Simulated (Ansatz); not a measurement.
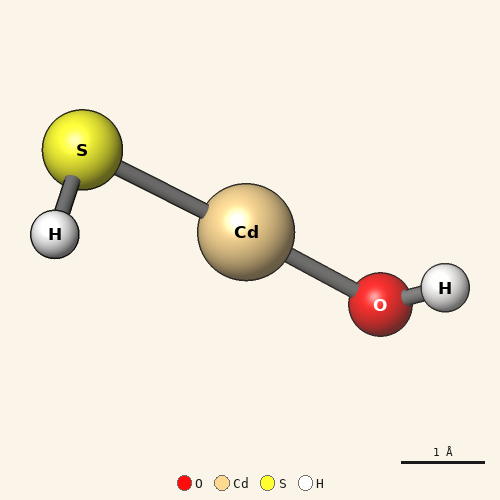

The geometry was computed by an optimisation with PBE0-D4/def2-TZVP.

Question: Count the atoms of each element.

Answer: CdH₂OS, 5 atoms: 1 cadmium, 2 hydrogen, 1 oxygen and 1 sulfur.

Question: Count the bonded pairs by element.

Answer: 1 Cd–O, 1 Cd–S, 1 O–H, 1 S–H.

Question: Write the SMILES.

Answer: [OH][Cd][SH]

More results for the same structure follow; atom numbers are the same in all pictures, views and colours differ.

**Electronic properties**

Properties computed with RKS CAM-B3LYP-D4/def2-TZVPP, core potentials on Cd (Ansatz 0.2.0).

Question: Give the LUMO energy (Kohn–Sham orbital) at this level.

Answer: −0.54 eV.

Question: What is the HOMO energy (Kohn–Sham orbital)?

Answer: −8.68 eV.

**Vibrations**

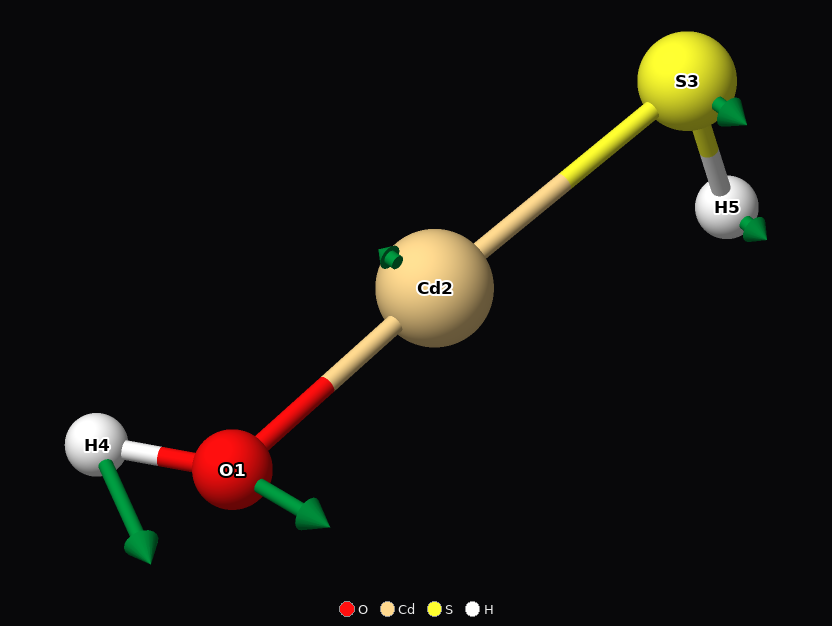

The arrows show one normal mode. Harmonic vibrations computed with RKS PBE0-D4/def2-TZVP, core potentials on Cd (Ansatz 0.2.0) at a stationary point of the same level.

Question: Estimate its harmonic wavenumber.

Answer: 116 cm⁻¹; it is mode 2 of 9 counted from the lowest.

**Charges**

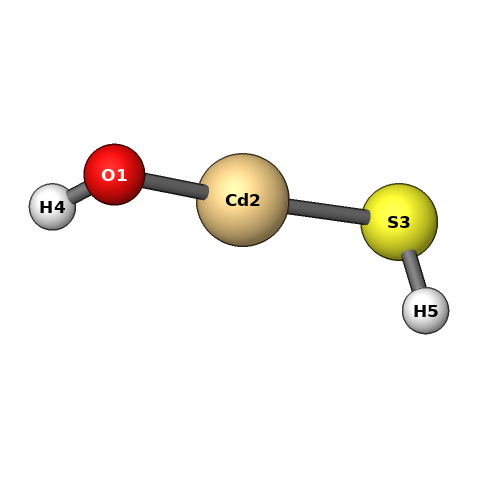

The questions are on Mulliken charges. Level of theory: RKS B3LYP-D4/def2-TZVPP, core potentials on Cd (Ansatz 0.2.0).

Question: Which atom carries the highest charge (most positive or least negative)?

Answer: Cd2 (0.71 e).

Question: And the lowest?

Answer: O1 (−0.61 e).

Give the Mulliken charges atom by atom.

```csv
atom,value (e)
O1,−0.61
Cd2,0.71
S3,−0.39
H4,0.18
H5,0.10
```

Mulliken values depend strongly on the basis set and can even reverse the polarity of a bond.
